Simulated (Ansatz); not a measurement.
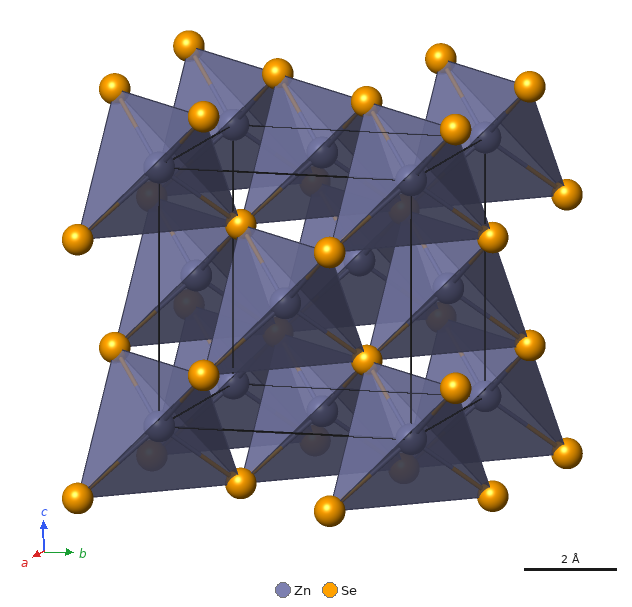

The image is a polyhedral drawing of a crystal, viewed slightly off an axis. The outline marks the drawn cell (a repeat of the simulation cell). A few atoms beyond the faces are included. Cell: a = 5.731 Å, b = 5.731 Å, c = 5.731 Å, α = 90.06°, β = 89.94°, γ = 90.06°.

The formula is ZnSe. Within 0.01 Å the space group is F-43m (No. 216), face-centred cubic: zinc blende (sphalerite type). The cell has 8 atoms, namely 4 Zn, 4 Se. The polyhedra are ZnSe4 tetrahedra; they share corners. Each Zn has four Se in a tetrahedral arrangement at about 2.5 Å. The neighbours of Se are four Zn in a tetrahedral arrangement at about 2.5 Å. The bonds build a three-dimensional framework.

The model was built from a structure listed in the Materials Project. The structure drawn was relaxed with DFT PBE, scalar-relativistic, plane waves, PAW in Ansatz 0.2.0.
